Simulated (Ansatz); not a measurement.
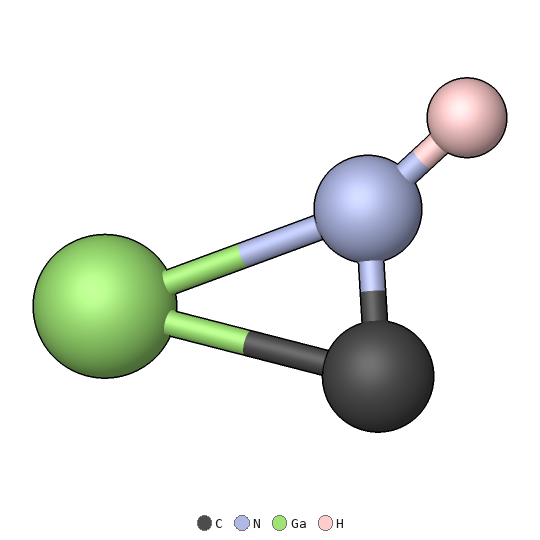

The picture shows a molecular structure as a ball-and-stick model. Every bond is drawn as one stick, whatever its order.

State: neutral, doublet.

> Give the formula.

CHGaN, 4 atoms: 1 carbon, 1 hydrogen, 1 gallium and 1 nitrogen.

> Count the bonded pairs by element.

1 C–N, 1 C–Ga, 1 Ga–N, 1 N–H. Sticks follow a distance rule.

> How many atoms are distinct by symmetry?

4: 1 C, 1 N, 1 Ga, 1 H.

> What is the point group of this geometry?

Cs.

The parts below concern this one geometry. Atoms keep their numbers from picture to picture. The geometry was computed by an optimisation with PBE0-D4/def2-TZVP. No frequency run is at hand to confirm it as a minimum.

**Charges**

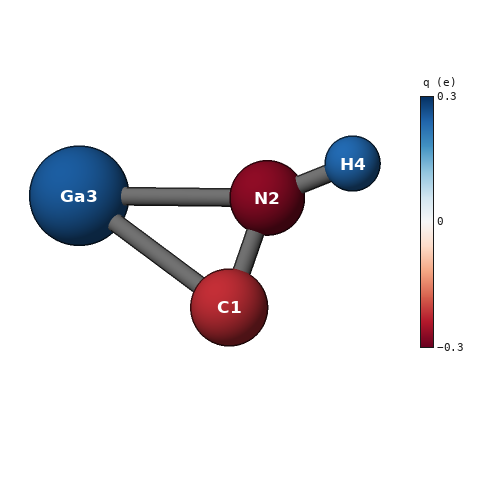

Atoms are coloured by their Mulliken charges. No frequency run is at hand to confirm it as a minimum. Method: UKS PBE0-D4/def2-TZVP (Ansatz 0.2.0).

List the Mulliken charges.

```csv
atom,value (e)
C1,−0.22
N2,−0.27
Ga3,0.25
H4,0.24
```

**Electronic properties**

No frequency run is at hand to confirm it as a minimum. Method: UHF-CCSD(T), frozen core/def2-TZVPP (Ansatz 0.2.0).

What does the calculation give?

- ⟨S²⟩ of the determinant: 0.788
- T1 diagnostic: 0.022

**Dipole moment**

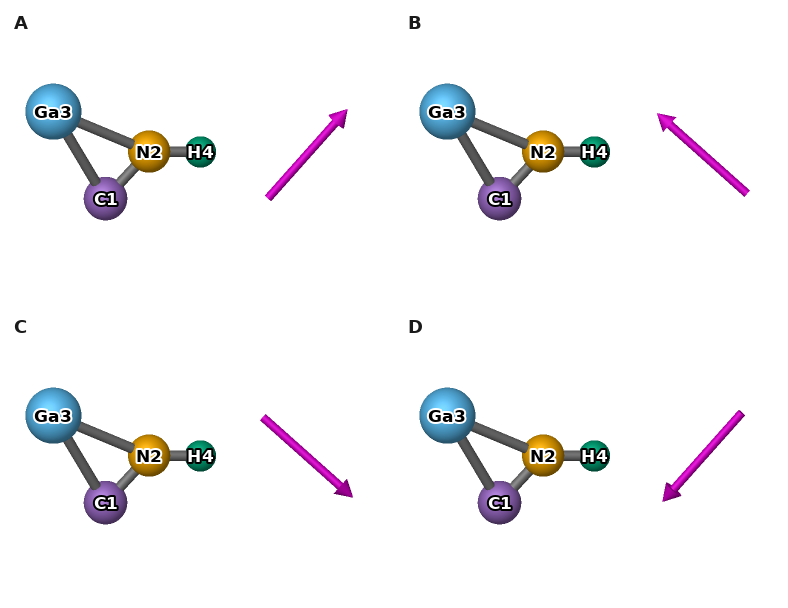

The same molecule four times, each with an arrow. No frequency run is at hand to confirm it as a minimum. Properties computed with UKS PBE0-D4/def2-TZVP (Ansatz 0.2.0).

> Which arrow points along the dipole moment, from the negative to the positive end?

A. The dipole moment is 1.80 D; it points from the side of C1 to the side of H4 (the outermost atoms at the two ends).

Mulliken values depend strongly on the basis set and can even reverse the polarity of a bond.
